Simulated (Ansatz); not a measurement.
# CH6OSn: molecular dynamics

Purpose: to follow the molecule's vibrations and see whether its bonds hold. The start is relaxed first. Runs: 300 steps of 0.5 fs under a Langevin thermostat, set from 500 K to 1500 K by a schedule. SMILES of the start: [CH3][SnH2][OH].

Program: Ansatz 0.2.0. Level of theory: RKS PBE/def2-SVP. These are calculated values, not measurements.

## (1) The structure to begin with

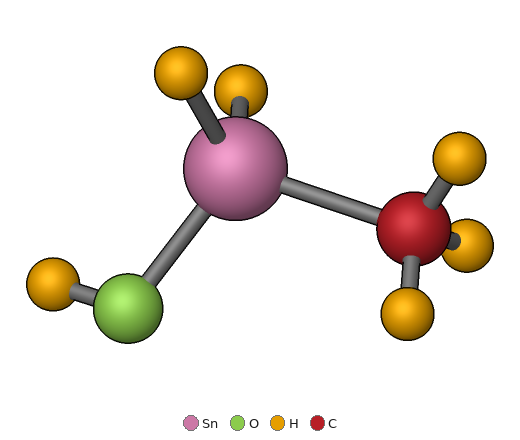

Start, viewed from a chosen angle; tin pink, oxygen green, hydrogen amber, carbon red.

As a file:

```xyz
9

Sn    0.0000    0.0000    0.0000
O     0.0000    0.0000    1.9600
H    -0.9095   -0.2814    2.2971
C     2.0274    0.0000   -0.7160
H     2.3751   -1.0463   -0.8441
H     2.0760    0.5276   -1.6913
H     2.6794    0.5187    0.0175
H    -0.8195    1.4198   -0.5794
H    -0.8195   -1.4198   -0.5794
```

## (2) Preparing the start

Input file input.yaml:

```yaml
crystal:
  periodic: [false, false, false]
  atoms:
    - { symbol: Sn, position_ang: [0.0, 0.0, 0.0] }
    - { symbol: O, position_ang: [0.0, 0.0, 1.96] }
    - { symbol: H, position_ang: [-0.9095, -0.2814, 2.2971] }
    - { symbol: C, position_ang: [2.0274, 0.0, -0.716] }
    - { symbol: H, position_ang: [2.3751, -1.0463, -0.8441] }
    - { symbol: H, position_ang: [2.076, 0.5276, -1.6913] }
    - { symbol: H, position_ang: [2.6794, 0.5187, 0.0175] }
    - { symbol: H, position_ang: [-0.8195, 1.4198, -0.5794] }
    - { symbol: H, position_ang: [-0.8195, -1.4198, -0.5794] }
basis:
  gaussian: { orbitals: def2-SVP }
hamiltonian:
  xc: pbe
relax:
  f_tol: 0.02
  max_steps: 40
```

Started as:

```sh
ansatz run input.yaml --threads 1 --pin off --max-ram 2048MiB --backend cpu --events-out ev --progress --plain --runs-dir out
```

The log of the run, cut to the lines that bear on the results:

```text
Warning: RAYON_NUM_THREADS=1 ignored (pool sized by the plan → 1); use --threads N
[...]
Functional definition: PBE
[...]
940 factors; their error is unknown
[...]
mean field -9006.36224213 eV, -330.9777076669 hartree, gradient 7.3e-5 eV, S^2 0.000000; 0 other end points of the search recorded, 0 dependent functions left out
[...]
reference -9006.36228245 eV, -330.9777091484 hartree; 21, 21 occupied and 63, 63 virtual orbitals, 940 factors
relax step   1: F+E_penalty+E_count = -9006.36224213 eV  Δ(F+E_penalty+E_count) = +0.000e0 eV  max|allowed force component| = 1.744e0 eV/Å  Δτ_max = 0.0000 Å  (25 SCF iters, accepted)
[...]
relax step   7: F+E_penalty+E_count = -9006.45605101 eV  Δ(F+E_penalty+E_count) = +1.042e-4 eV  max|allowed force component| = 3.671e-2 eV/Å  Δτ_max = 0.0055 Å  (28 SCF iters, rejected (line search))
[...]
relax step   8: F+E_penalty+E_count = -9006.45618852 eV  Δ(F+E_penalty+E_count) = -3.332e-5 eV  max|allowed force component| = 5.849e-3 eV/Å  Δτ_max = 0.0027 Å  (21 SCF iters, accepted)
940 factors; their error is unknown
mean field -9006.45618852 eV, -330.9811601327 hartree, gradient 1.5e-5 eV, S^2 0.000000; 1 other end points of the search recorded, 0 dependent functions left out
[...]
reference -9006.45622887 eV, -330.9811616155 hartree; 21, 21 occupied and 63, 63 virtual orbitals, 940 factors
Total energy: -9006.45622887 eV, -330.9811616155 hartree
Atom 0 at    -0.048767    -0.027678    -0.098121 Å, force    -0.001538     0.000303     0.000661 eV/Å
Atom 1 at     0.096843    -0.095531     1.916934 Å, force    -0.005849    -0.000956     0.003375 eV/Å
Atom 2 at    -0.790657    -0.152373     2.318882 Å, force     0.005792     0.000359    -0.004294 eV/Å
Atom 3 at     2.023442    -0.002028    -0.696881 Å, force    -0.002335    -0.000752     0.003102 eV/Å
Atom 4 at     2.400211    -1.037922    -0.787926 Å, force     0.000980    -0.000521    -0.000857 eV/Å
Atom 5 at     2.142172     0.521214    -1.664415 Å, force     0.001056     0.000295    -0.004388 eV/Å
Atom 6 at     2.599621     0.529754     0.083993 Å, force     0.001360     0.001233     0.001411 eV/Å
Atom 7 at    -0.904587     1.417474    -0.553384 Å, force     0.000500     0.000206     0.000448 eV/Å
Atom 8 at    -0.908878    -1.434310    -0.654683 Å, force     0.000033    -0.000168     0.000542 eV/Å
Dipole moment:    -0.110500    -0.006354    -0.239534 e Å
```

Run time: 10 s. Hardware: 1 thread of Intel Xeon Platinum 8488C (Sapphire Rapids), shared host; peak memory 0.14 GiB.

Step by step:

| step | energy from step 1 (eV) | largest force component (eV/Å) |
| --- | --- | --- |
| 1 | 0.0000 | 1.7443 |
| 2 | -0.0746 | 0.4551 |
| 3 | -0.0908 | 0.1035 |
| 4 | -0.0932 | 0.0706 |
| 5 | -0.0938 | 0.0107 |
| 6 | -0.0939 | 0.0366 |
| 7x | -0.0938 | 0.0367 |
| 8 | -0.0939 | 0.0058 |

Step 1 is the start. 1 step was tried and not accepted (marked x).

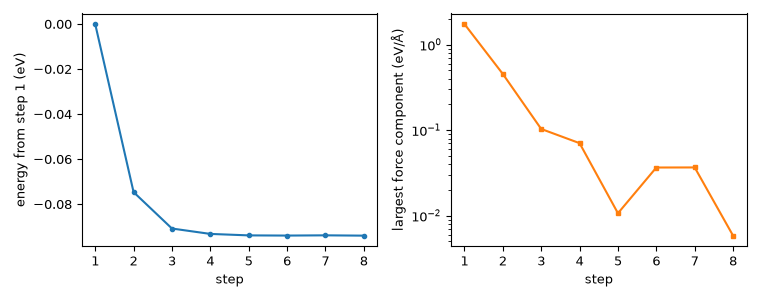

How energy and force went from step to step.

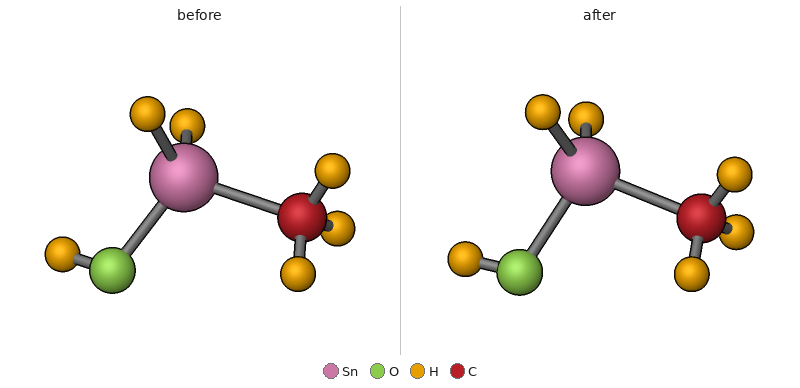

The structure before (left) and after (right), drawn at the same scale.

After: Bond lengths: Sn1–O2 2.021 Å, O2–H3 0.976 Å, Sn1–C4 2.157 Å, C4–H5 1.106 Å, C4–H6 1.106 Å, C4–H7 1.107 Å, Sn1–H8 1.740 Å, Sn1–H9 1.740 Å. Angles: Sn1–O2–H3 110.3°, O2–Sn1–C4 102.0°, O2–Sn1–H8 108.9°, O2–Sn1–H9 109.1°, C4–Sn1–H8 113.0°, C4–Sn1–H9 113.3°, H8–Sn1–H9 110.2°, Sn1–C4–H5 109.8°, Sn1–C4–H6 110.6°, Sn1–C4–H7 108.1°, H5–C4–H6 109.5°, H5–C4–H7 109.3°, H6–C4–H7 109.5°.

## (3) Dynamics

300 steps of 0.5 fs under a Langevin thermostat, set from 500 K to 1500 K by a schedule, from the relaxed start.

Input file input.yaml:

```yaml
crystal:
  periodic: [false, false, false]
  atoms:
    - { symbol: Sn, position_ang: [-0.048767, -0.027678, -0.098121] }
    - { symbol: O, position_ang: [0.096843, -0.095531, 1.916934] }
    - { symbol: H, position_ang: [-0.790657, -0.152373, 2.318882] }
    - { symbol: C, position_ang: [2.023442, -0.002028, -0.696881] }
    - { symbol: H, position_ang: [2.400211, -1.037922, -0.787926] }
    - { symbol: H, position_ang: [2.142172, 0.521214, -1.664415] }
    - { symbol: H, position_ang: [2.599621, 0.529754, 0.083993] }
    - { symbol: H, position_ang: [-0.904587, 1.417474, -0.553384] }
    - { symbol: H, position_ang: [-0.908878, -1.43431, -0.654683] }
basis:
  gaussian: { orbitals: def2-SVP }
hamiltonian:
  xc: pbe
md:
  timestep: 0.5
  n_steps: 300
  ensemble: nvt_langevin
  temperature: 500.0
  initial_velocities: maxwell_boltzmann
  seed: 62030
  friction: 0.02
  temperature_schedule:
    - { n_steps: 75, end_temperature: 500.0 }
    - { n_steps: 225, end_temperature: 1500.0 }
```

Started as:

```sh
ansatz run input.yaml --threads 1 --pin off --max-ram 2048MiB --backend cpu --events-out ev --progress --plain --runs-dir out
```

The log of the run, cut to the lines that bear on the results:

```text
Warning: RAYON_NUM_THREADS=1 ignored (pool sized by the plan → 1); use --threads N
[...]
Functional definition: PBE
[...]
940 factors; their error is unknown
[...]
mean field -9006.45618149 eV, -330.9811598744 hartree, gradient 3.6e-5 eV, S^2 0.000000; 0 other end points of the search recorded, 0 dependent functions left out
[...]
reference -9006.45622190 eV, -330.9811613595 hartree; 21, 21 occupied and 63, 63 virtual orbitals, 940 factors
md step     0: t =     0.00 fs  T =   444.4 K (target 500.0 K)  F+E_penalty+E_count = -9006.45618149 eV  E_kin = 0.517040 eV  (25 SCF iters)
[...]
md step    22: t =    11.00 fs  T =   267.7 K (target 500.0 K)  F+E_penalty+E_count = -9006.19731889 eV  E_kin = 0.311456 eV  (28 SCF iters)
[...]
md step    44: t =    22.00 fs  T =   319.4 K (target 500.0 K)  F+E_penalty+E_count = -9006.20321449 eV  E_kin = 0.371627 eV  (27 SCF iters)
[...]
md step    66: t =    33.00 fs  T =   327.5 K (target 500.0 K)  F+E_penalty+E_count = -9006.09624954 eV  E_kin = 0.381037 eV  (28 SCF iters)
[...]
md step    88: t =    44.00 fs  T =   335.6 K (target 555.6 K)  F+E_penalty+E_count = -9006.00669893 eV  E_kin = 0.390445 eV  (27 SCF iters)
md step    89: t =    44.50 fs  T =   260.7 K (target 560.0 K)  F+E_penalty+E_count = -9005.96518877 eV  E_kin = 0.303268 eV  (28 SCF iters)
```

## (4) The output, continued: dynamics from the start

Output, continued, cut to the lines that bear on the results:

```text
md step    90: t =    45.00 fs  T =   251.7 K (target 564.4 K)  F+E_penalty+E_count = -9005.94553361 eV  E_kin = 0.292759 eV  (28 SCF iters)
[...]
md step   118: t =    59.00 fs  T =   475.7 K (target 688.9 K)  F+E_penalty+E_count = -9006.13131200 eV  E_kin = 0.553378 eV  (28 SCF iters)
[...]
md step   146: t =    73.00 fs  T =   349.2 K (target 813.3 K)  F+E_penalty+E_count = -9005.85653105 eV  E_kin = 0.406290 eV  (28 SCF iters)
[...]
md step   174: t =    87.00 fs  T =   463.0 K (target 937.8 K)  F+E_penalty+E_count = -9005.95398075 eV  E_kin = 0.538587 eV  (28 SCF iters)
[...]
md step   202: t =   101.00 fs  T =   723.8 K (target 1062.2 K)  F+E_penalty+E_count = -9005.96317063 eV  E_kin = 0.842073 eV  (27 SCF iters)
md step   203: t =   101.50 fs  T =   742.5 K (target 1066.7 K)  F+E_penalty+E_count = -9005.95613174 eV  E_kin = 0.863735 eV  (27 SCF iters)
md step   204: t =   102.00 fs  T =   765.2 K (target 1071.1 K)  F+E_penalty+E_count = -9005.94338340 eV  E_kin = 0.890233 eV  (27 SCF iters)
```

## (5) The log goes on: dynamics from the start

Output, continued, cut to the lines that bear on the results:

```text
md step   205: t =   102.50 fs  T =   749.9 K (target 1075.6 K)  F+E_penalty+E_count = -9005.93064883 eV  E_kin = 0.872372 eV  (27 SCF iters)
[...]
md step   228: t =   114.00 fs  T =   851.8 K (target 1177.8 K)  F+E_penalty+E_count = -9005.67379428 eV  E_kin = 0.990988 eV  (27 SCF iters)
[...]
md step   251: t =   125.50 fs  T =   712.4 K (target 1280.0 K)  F+E_penalty+E_count = -9005.76167284 eV  E_kin = 0.828706 eV  (27 SCF iters)
[...]
md step   274: t =   137.00 fs  T =   971.8 K (target 1382.2 K)  F+E_penalty+E_count = -9006.01488376 eV  E_kin = 1.130507 eV  (27 SCF iters)
[...]
md step   299: t =   149.50 fs  T =   902.0 K (target 1493.3 K)  F+E_penalty+E_count = -9005.63764138 eV  E_kin = 1.049368 eV  (27 SCF iters)
[...]
md step   300: t =   150.00 fs  T =   800.4 K (target 1497.8 K)  F+E_penalty+E_count = -9005.62885946 eV  E_kin = 0.931129 eV  (27 SCF iters)
Total energy: -9005.62890071 eV, -330.9507578667 hartree
Atom 0 at     0.045128     0.046867    -0.001664 Å, force     1.506212    -0.502586     1.844356 eV/Å
Atom 1 at    -0.065393    -0.171406     1.994668 Å, force     0.321613    -0.126307     1.205435 eV/Å
Atom 2 at     0.025545     0.428393     2.778211 Å, force     0.088725    -0.156591    -1.227586 eV/Å
Atom 3 at     1.814034     0.617027    -0.999781 Å, force     1.896413    -0.502640    -0.293256 eV/Å
Atom 4 at     1.501817     0.287548    -2.027393 Å, force     0.567595     0.133738     0.161354 eV/Å
Atom 5 at     2.120039     1.687040    -1.047948 Å, force    -0.281103    -0.188372     0.120426 eV/Å
Atom 6 at     2.755220    -0.000414    -0.656755 Å, force    -1.612676     0.814674    -0.561701 eV/Å
Atom 7 at    -1.273624     0.885931    -0.099931 Å, force    -2.336673     1.725767    -0.802615 eV/Å
Atom 8 at    -0.132994    -1.559268    -0.311135 Å, force    -0.150106    -1.197684    -0.446412 eV/Å
Dipole moment:     0.193723     0.349469    -0.300077 e Å
```

It took 5.6 min on 1 thread of Intel Xeon Platinum 8488C (Sapphire Rapids), shared host; peak memory 0.13 GiB.

## (6) The trajectory

One step in 16; energies are changes from step 0:

| time (fs) | T (K) | potential energy change (meV/atom) |
| --- | --- | --- |
| 0.0 | 444 | 0.0 |
| 8.0 | 223 | 28.9 |
| 16.0 | 344 | 31.1 |
| 24.0 | 365 | 23.5 |
| 32.0 | 387 | 36.8 |
| 40.0 | 276 | 50.1 |
| 48.0 | 383 | 38.3 |
| 56.0 | 346 | 43.2 |
| 64.0 | 518 | 30.3 |
| 72.0 | 335 | 68.4 |
| 80.0 | 606 | 48.7 |
| 88.0 | 524 | 58.3 |
| 96.0 | 696 | 40.1 |
| 104.0 | 887 | 70.4 |
| 112.0 | 769 | 72.9 |
| 120.0 | 884 | 90.5 |
| 128.0 | 877 | 71.4 |
| 136.0 | 1015 | 54.3 |
| 144.0 | 845 | 68.0 |
| 150.0 | 800 | 91.9 |

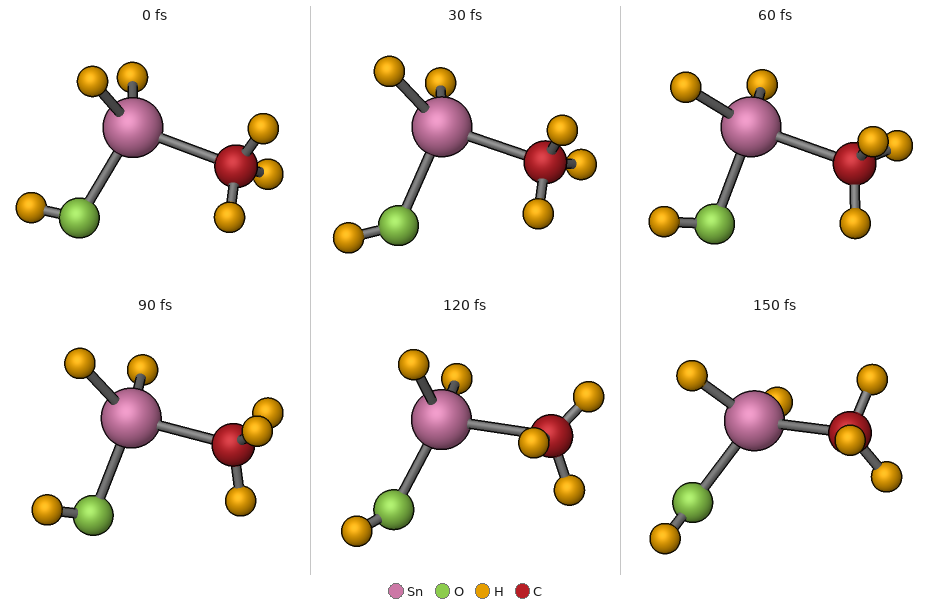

Six frames of the run, seen from a chosen angle. Sticks join atoms within a bonding distance in each frame.

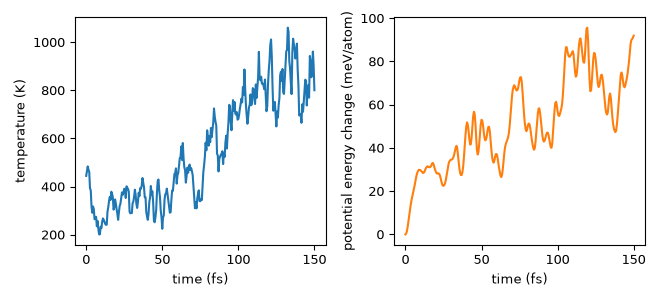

Traces against time; each panel has its own scale.

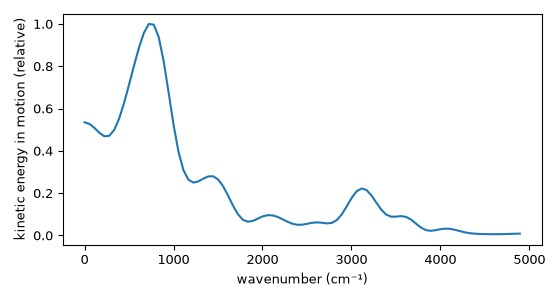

Power spectrum of the mass-weighted velocities; a run of 150 fs resolves no finer than about 440 cm⁻¹.

Maxima of the velocity power spectrum (cm⁻¹, relative height; resolution about 440 cm⁻¹): 720 (100), 1450 (28).

## (7) Snapshots as a file

Extended XYZ, with forces in eV/Å:

```xyz
9
time_fs=19.0 T=347 dE=0.2802
Sn   -0.054   -0.045   -0.107    0.476   -0.634    1.718
O     0.289   -0.113    1.960    0.244    0.206   -1.190
H    -0.545    0.099    2.400   -0.424    0.087    0.292
C     2.011    0.080   -0.758   -0.226   -1.306    0.818
H     2.454   -0.916   -0.981   -0.246    0.005    0.161
H     1.914    0.581   -1.708    0.587    1.073   -0.554
H     2.573    0.504    0.114   -0.216    0.356   -0.755
H    -0.918    1.385   -0.532   -0.150    0.067   -0.089
H    -0.908   -1.555   -0.251   -0.046    0.145   -0.400
9
time_fs=37.5 T=415 dE=0.2607
Sn   -0.103   -0.050   -0.121    0.703   -0.361    0.141
O     0.320   -0.149    1.879    0.685   -0.672   -1.134
H    -0.263    0.342    2.450   -0.904    0.624    0.572
C     1.976    0.099   -0.815    0.306   -0.762    0.523
H     2.342   -0.975   -1.038   -0.452    1.383    0.061
H     2.144    0.809   -1.668   -0.025   -0.414    0.431
H     2.481    0.436    0.142   -0.144   -0.082   -0.823
H    -1.309    1.079   -0.520   -0.177    0.688    0.046
H    -0.844   -1.473   -0.752    0.007   -0.404    0.182
9
time_fs=56.0 T=346 dE=0.3886
Sn   -0.119   -0.085   -0.129    0.881   -0.276   -0.905
O     0.340   -0.292    1.814   -0.300    0.005    0.064
H    -0.364    0.264    2.184   -0.154    0.082    0.787
C     1.988    0.123   -0.789   -0.520    1.713   -1.372
H     2.190   -0.821   -1.258    0.412   -1.072   -0.522
H     2.332    0.943   -1.508   -0.960   -0.654    0.243
H     2.689    0.296    0.007    0.281   -0.213    1.430
H    -1.316    1.170   -0.341    0.164    0.020    0.054
H    -0.792   -1.594   -0.791    0.196    0.393    0.221
9
time_fs=75.0 T=339 dE=0.6451
Sn   -0.109   -0.061   -0.165   -0.493   -0.951    2.440
O     0.320   -0.400    1.873    0.634   -0.100   -1.333
H    -0.292   -0.131    2.568   -0.538    0.286   -0.030
C     1.871    0.091   -0.860   -0.104    3.464    0.495
H     2.270   -0.668   -1.480    0.334   -1.106   -1.215
H     1.982    1.172   -1.255    0.208   -1.421    0.026
H     2.399    0.105    0.097    0.371   -0.142    0.499
H    -1.169    1.335    0.071    0.159   -0.412   -0.644
H    -0.499   -1.718   -0.586   -0.572    0.383   -0.238
9
time_fs=94.0 T=740 dE=0.4154
Sn   -0.097   -0.050   -0.127    0.725    0.017   -0.855
O     0.289   -0.352    1.813    0.277   -0.502   -0.222
H    -0.250    0.280    2.288   -0.523    0.580    0.780
C     1.894    0.176   -0.980   -1.577   -2.561   -0.993
H     1.763   -0.655   -1.767    0.550    0.730    0.719
H     2.232    1.025   -1.529    0.287    1.444   -0.277
H     2.566   -0.199   -0.220    0.753   -0.054    0.489
H    -1.187    1.147   -0.595   -0.492    0.751    0.211
H    -0.802   -1.436   -0.861    0.000   -0.404    0.149
9
time_fs=112.5 T=810 dE=0.6626
Sn   -0.051   -0.021   -0.033    0.562    1.075   -1.905
O     0.193   -0.209    1.871    0.378   -0.600    1.671
H     0.075    0.192    2.753   -0.176    0.258   -0.828
C     1.947    0.276   -1.012   -0.031   -0.316   -1.885
H     2.138   -0.152   -2.097   -0.871    0.185    1.736
H     2.014    1.353   -1.216    0.109    0.471    0.277
H     2.836   -0.030   -0.446    0.052   -0.089    0.510
H    -1.135    1.291   -0.587    0.336   -0.261    0.390
H    -0.669   -1.465   -0.636   -0.359   -0.722    0.034
9
time_fs=131.0 T=899 dE=0.5562
Sn    0.004    0.023    0.018    1.296   -0.678   -1.327
O     0.133   -0.177    2.045   -0.189    1.230   -0.691
H    -0.113    0.775    2.142    0.155   -0.274    1.145
C     1.967    0.470   -1.037   -0.619    0.294    3.631
H     2.043    0.337   -2.072   -0.261   -0.380   -2.283
H     2.078    1.543   -0.755    0.434   -0.262   -0.200
H     2.706   -0.176   -0.505   -0.016    0.403   -0.199
H    -1.044    1.229   -0.581   -0.440    0.351    0.231
H    -0.474   -1.551   -0.306   -0.361   -0.684   -0.307
9
time_fs=150.0 T=800 dE=0.8273
Sn    0.045    0.047   -0.002    1.506   -0.503    1.844
O    -0.065   -0.171    1.995    0.322   -0.126    1.205
H     0.025    0.428    2.778    0.089   -0.157   -1.228
C     1.814    0.617   -1.000    1.896   -0.503   -0.293
H     1.502    0.287   -2.027    0.568    0.134    0.161
H     2.120    1.687   -1.048   -0.281   -0.188    0.120
H     2.755    0.000   -0.657   -1.613    0.815   -0.562
H    -1.274    0.886   -0.100   -2.337    1.726   -0.803
H    -0.133   -1.559   -0.311   -0.150   -1.198   -0.446
```

## (8) Outcome

```
                        quantity                           value
         relaxation of the start         6 moves, 0.094 eV lower
                          length             300 steps of 0.5 fs
temperature, first and last step                   444 and 800 K
        temperature, second half  mean 745 K, from 339 to 1060 K
   potential energy, second half     +66 meV/atom from the start
          bonds formed or broken                               0
```

Under a schedule from 500 to 1500 K over 150 fs, the atoms average 846 K over the last tenth of the run. Such a rate, of order 10^16 K/s, is far beyond any furnace or quench, and the atoms lag the set-point. The bonds all hold. 150 fs on 9 atoms is far too short and small for converged averages. The nuclei move classically, without zero-point motion, which matters most for hydrogen.
